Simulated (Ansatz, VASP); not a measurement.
# Cross-check of BN (BN(110)) between VASP and Ansatz, part 3 of 3

Wanted: the spread between two codes on one cell, functional and k mesh.  The structure shown is the end of the VASP relaxation below.

VASP 6.6.1 and Ansatz 0.2.0.

So far: The starting structure; VASP: relaxation, PBE; Ansatz: single point, PBE; Comparison; Ansatz: band structure, PBE.

**6. VASP: band structure, PBE**

Level of this step: PBE; plane waves and PAW (B, N) (VASP).

The same cell, functional, mesh and smearing now go to VASP, with its own data sets and cutoff.

The input, INCAR:

```
SYSTEM = BN
PREC = Normal
ENCUT = 440
EDIFF = 1E-06
NELM = 120
ISMEAR = 0
SIGMA = 0.03
LREAL = Auto
ALGO = Fast
GGA = PE
NBANDS = 54
LORBIT = 11
LWAVE = .FALSE.
LCHARG = .TRUE.
KPAR = 4
IDIPOL = 3
LDIPOL = .TRUE.
DIPOL = 0.5 0.5 0.5
LVHAR = .TRUE.
LVACPOTAV = .TRUE.
NEDOS = 1500
```

The input, POSCAR:

```
BN
1.0
    2.5635602994      0.0000000000      0.0000000000
    0.0000000000      3.6254217434      0.0000000000
    0.0000000000      0.0000000000     26.2542411977
B N
9 9
Direct
    0.0000000000      0.0483727685      0.3127490177
    0.5000000000      0.4988551026      0.3511326894
    0.0000000000      0.9976305131      0.4026790427
    0.5000000000      0.4947850503      0.4509564470
    0.0000000000      0.9953156419      0.5000000000
    0.5000000000      0.4947850503      0.5490435530
    0.0000000000      0.9976305131      0.5973209573
    0.5000000000      0.4988551026      0.6488673106
    0.0000000000      0.0483727685      0.6872509823
    0.0000000000      0.7416491882      0.3520721715
    0.5000000000      0.2317859648      0.3044851559
    0.0000000000      0.7449072591      0.4509993346
    0.5000000000      0.2467729057      0.4022340379
    0.0000000000      0.7449072591      0.5490006654
    0.5000000000      0.2451668533      0.5000000000
    0.0000000000      0.7416491882      0.6479278285
    0.5000000000      0.2467729057      0.5977659621
    0.5000000000      0.2317859648      0.6955148441
```

The input, KPOINTS:

```
Automatic mesh
0
Gamma
9 7 1
0 0 0
```

The input, KPOINTS_OPT:

```
Line mode
14
Line-mode
Reciprocal
  0.00000000   0.00000000   0.00000000 GAMMA
  0.50000000   0.00000000   0.00000000 X

  0.50000000   0.00000000   0.00000000 X
  0.50000000   0.50000000   0.00000000 S

  0.50000000   0.50000000   0.00000000 S
  0.00000000   0.50000000   0.00000000 Y

  0.00000000   0.50000000   0.00000000 Y
  0.00000000   0.00000000   0.00000000 GAMMA

  0.00000000   0.00000000   0.00000000 GAMMA
  0.50000000   0.50000000   0.00000000 S
```

The projector-augmented-wave data sets are B and N (PBE family, release 64).

On the command line:

```bash
$ mpirun -np 4 vasp_std
```

Numbers of over 12 decimals in the logs are rounded to 6 here.

The program printed:

```text
[... set-up lines as in an earlier step ...]
 entering main loop
       N       E                     dE             d eps       ncg     rms          rms(c)
DAV:   1     0.449561656274E+03    0.44956E+03   -0.31957E+04  2168   0.104E+03
DAV:   2    -0.118784427170E+03   -0.56835E+03   -0.54413E+03  2900   0.282E+02
DAV:   3    -0.162935657868E+03   -0.44151E+02   -0.43750E+02  2648   0.822E+01
DAV:   4    -0.164144644334E+03   -0.12090E+01   -0.12069E+01  3128   0.146E+01
[...]
RMM:  22    -0.153848219052E+03   -0.77344E-05   -0.57015E-07  2080   0.282E-03    0.224E-03
RMM:  23    -0.153848224832E+03   -0.57802E-05   -0.12496E-06  2110   0.385E-03    0.961E-04
RMM:  24    -0.153848225555E+03   -0.72312E-06   -0.12596E-07  1916   0.161E-03
 -----------------------------------------------------------------------------
|                                                                             |
|           W    W    AA    RRRRR   N    N  II  N    N   GGGG   !!!           |
|           W    W   A  A   R    R  NN   N  II  NN   N  G    G  !!!           |
[...]
1 F= -.15384823E+03 E0= -.15384823E+03  d E =-.275288E-13
 Start KPOINTS_OPT (optional k-point list driver)
k-point batch [1-20\70]
       N       E                     dE             ncg
DAV:   1    -0.818524300067E+03   -0.35869E+05     2160
DAV:   2    -0.111916481403E+05   -0.10373E+05     2810
DAV:   3    -0.120584328082E+05   -0.86678E+03     2600
DAV:   4    -0.120808081078E+05   -0.22375E+02     2952
DAV:   5    -0.120812383140E+05   -0.43021E+00     2800
DAV:   6    -0.120812514621E+05   -0.13148E-01     2976
DAV:   7    -0.120812519146E+05   -0.45249E-03     2824
DAV:   8    -0.120812519327E+05   -0.18043E-04     2760
DAV:   9    -0.120812519334E+05   -0.75714E-06     1984
[...]
k-point batch [61-70\70]
       N       E                     dE             ncg
DAV:   1     0.558750684298E+03   -0.22457E+05     1080
DAV:   2    -0.457337193469E+04   -0.51321E+04     1464
DAV:   3    -0.496731254363E+04   -0.39394E+03     1320
DAV:   4    -0.497664517484E+04   -0.93326E+01     1496
DAV:   5    -0.497685363556E+04   -0.20846E+00     1416
DAV:   6    -0.497686042715E+04   -0.67916E-02     1480
DAV:   7    -0.497686068259E+04   -0.25543E-03     1408
DAV:   8    -0.497686069306E+04   -0.10474E-04     1416
DAV:   9    -0.497686069349E+04   -0.42689E-06     1088
```

OUTCAR, selected parts (step 6):

```text
  Total       -3.9989164      0.8792454     -2.1263401      0.0000000      0.0000000      0.0000000
  in kB      -26.2573783      5.7732336    -13.9618113      0.0000000      0.0000000      0.0000000
  external PRESSURE =     -11.4819853 kB  Pullay stress =       0.0000000 kB

 POSITION                                       TOTAL-FORCE (eV/Angst)
 -----------------------------------------------------------------------------------
      0.00000      0.17537      8.21099         0.000000     -0.021772      0.016486
      1.28178      1.80856      9.21872         0.000000     -0.000970      0.009203
      0.00000      3.61683     10.57203         0.000000      0.012168     -0.019278
      1.28178      1.79380     11.83952         0.000000      0.007155      0.012458
      0.00000      3.60844     13.12712         0.000000      0.024030      0.000000
      1.28178      1.79380     14.41472         0.000000      0.007155     -0.012458
      0.00000      3.61683     15.68221         0.000000      0.012168      0.019278
      1.28178      1.80856     17.03552         0.000000     -0.000970     -0.009203
      0.00000      0.17537     18.04325         0.000000     -0.021772     -0.016486
      0.00000      2.68879      9.24339         0.000000      0.001616      0.004792
      1.28178      0.84032      7.99403         0.000000     -0.012273      0.017470
      0.00000      2.70060     11.84065         0.000000      0.000344      0.016778
      1.28178      0.89466     10.56035         0.000000     -0.007776      0.015924
      0.00000      2.70060     14.41360         0.000000      0.000344     -0.016778
[...]
-----------------------------------------------------------------------------------
    total drift:                                0.000000     -0.011577     -0.000021

  FREE ENERGIE OF THE ION-ELECTRON SYSTEM (eV)
  ---------------------------------------------------
  free  energy   TOTEN  =      -153.8482255554 eV

  energy  without entropy=     -153.8482255554  energy(sigma->0) =     -153.84822556

[... 2 parts as in an earlier step ...]

[... 1 further part left out ...]
[key lines of the parts left out:]
E-fermi :  -0.2941
```

**7. Differences**

The two programs side by side:

```tsv
quantity	Ansatz	VASP	difference
gap over the path points (eV)	2.481	2.464	+0.016
```

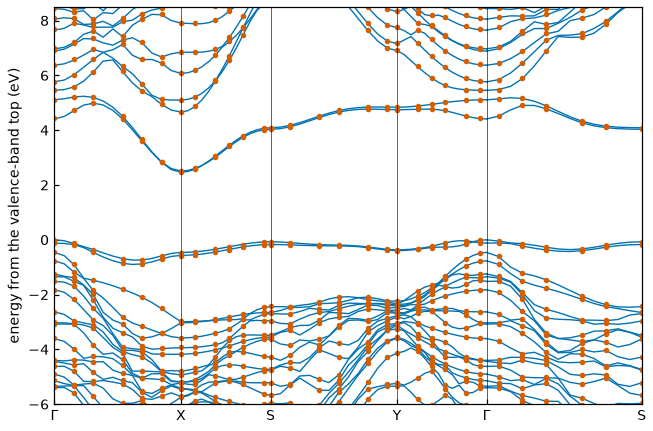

Bands from VASP (lines) and levels from Ansatz (dots). Dots without a line are higher empty bands that the VASP plot leaves out.

Levels at points of the path, from each program's valence-band top (eV; 4 filled, then empty):

```tsv
k (reciprocal lattice)	Ansatz	VASP
0.000 0.000 0.000	-0.76 -0.45 -0.12 0.00 4.43 5.12 5.46	-0.77 -0.46 -0.12 0.00 4.41 5.11 5.45
0.077 0.000 0.000	-1.17 -0.90 -0.17 -0.14 4.73 5.22 5.58	-1.18 -0.91 -0.17 -0.13 4.71 5.21 5.58
0.154 0.000 0.000	-1.84 -1.47 -0.46 -0.36 4.99 5.20 6.13	-1.85 -1.48 -0.46 -0.36 4.99 5.20 6.13
0.269 0.000 0.000	-2.82 -1.80 -0.86 -0.69 4.42 4.51 6.15	-2.83 -1.80 -0.86 -0.69 4.41 4.51 6.14
0.346 0.000 0.000	-3.15 -2.09 -0.89 -0.74 3.61 3.66 5.44	-3.16 -2.10 -0.88 -0.74 3.60 3.65 5.43
0.423 0.000 0.000	-3.41 -2.50 -0.71 -0.59 2.84 2.85 4.96	-3.42 -2.51 -0.70 -0.59 2.83 2.84 4.95
0.500 0.000 0.000	-3.02 -2.98 -0.58 -0.47 2.48 2.53 4.68	-3.03 -2.99 -0.57 -0.46 2.46 2.51 4.66
0.500 0.077 0.000	-3.00 -2.97 -0.56 -0.45 2.59 2.61 4.88	-3.01 -2.98 -0.55 -0.44 2.58 2.60 4.86
0.500 0.192 0.000	-2.93 -2.91 -0.46 -0.35 3.04 3.07 5.81	-2.94 -2.91 -0.44 -0.34 3.02 3.06 5.80
0.500 0.269 0.000	-2.91 -2.81 -0.36 -0.26 3.41 3.46 6.56	-2.92 -2.82 -0.35 -0.25 3.40 3.45 6.54
```

At this near-relaxed geometry the largest component of a force difference is 32 meV/Å. Among the levels compared (up to four filled and three empty ones at each point), filled levels agree within 12 meV and empty ones within 19 meV.

**8. Results**

```yaml
difference_in_gap_on_the_k_mesh_single_point_pbe: 0.015 eV
r_m_s_force_difference_single_point_pbe: 9.6 meV/Å
difference_in_gap_over_the_path_points_band_structure_pbe: 0.016 eV
r_m_s_force_difference_band_structure_pbe: 9.6 meV/Å
```

In words: The r.m.s. force difference is 9.6 meV/Å (single point, PBE), within the 12 meV/Å picked in this series as the mark of a large difference. Differences of this kind measure data sets and numerical settings, not the functional's error against experiment.

[Lines on the potential files, build, host, timing and source positions are cut from VASP's logs without a mark.]

[Logs are printed without paths, hosts, clocks, repeated set-up lines and the standing remarks that a program may print on its own settings, such as how far it seeks lower states.]

[Hosts, paths, dates, database ids (printed as entryN), source tags and the programs' standing remarks are cut or masked in the printed files.]
